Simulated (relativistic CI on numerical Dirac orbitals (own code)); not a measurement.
# Relativistic CI calculation, with input and output: W⁵⁺

- system: W⁵⁺.
- method: Dirac-Coulomb-Breit CI, KLI orbitals optimised for each configuration, model QED (radiative potential, 1s self-energy scaled to tabulated hydrogen-like ionisation energies), valence Slater integrals scaled by 0.75, one configuration in a parametric crystal field (relativistic CI on numerical Dirac orbitals, in-house)

The input:
```
atom W  Z=74  charge=5  electrons=69
nucleus A=184  rms_radius_fm=5.3658
hamiltonian dirac-coulomb  breit=on  qed=on  c_scale=1
orbitals kli  potential=per-configuration
slater_scale 0.75
correlation none
mixing on
configurations
  [Xe] 4f14 5d
end
crystal_field Td 10Dq=-7450
```

Hardware: 1 CPU thread, shared host.

The program writes its results to a structured record and prints no log; tables and figures of this report are taken from that record.

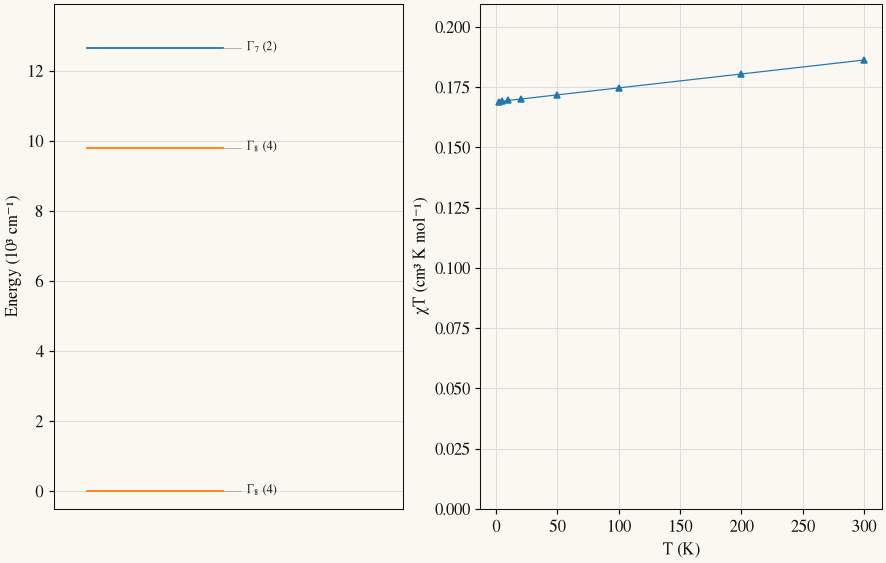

Fig. 1: W⁵⁺ (5d) in a field of Td symmetry with 10Dq = −7,450 cm⁻¹. Labels give the double-group representation and, in brackets, the degeneracy; the lowest 3 of 3 levels are drawn. One open-shell configuration in a parametric field without covalency; powder susceptibility by Van Vleck's formula. The ground level is Γ₈, a quartet, with total spin S = 0.50 (from expectation values). The next level lies at 9,800 cm⁻¹ (Γ₈). The field lowers the ground state by 1,630 cm⁻¹ against the free ion. χT is 0.169 cm³ K mol⁻¹ at 2 K, 0.172 at 50 K and 0.186 at 300 K, an effective moment of 1.22 μB at room temperature.

Key numbers:

- outcome: converged
- levels computed: 3
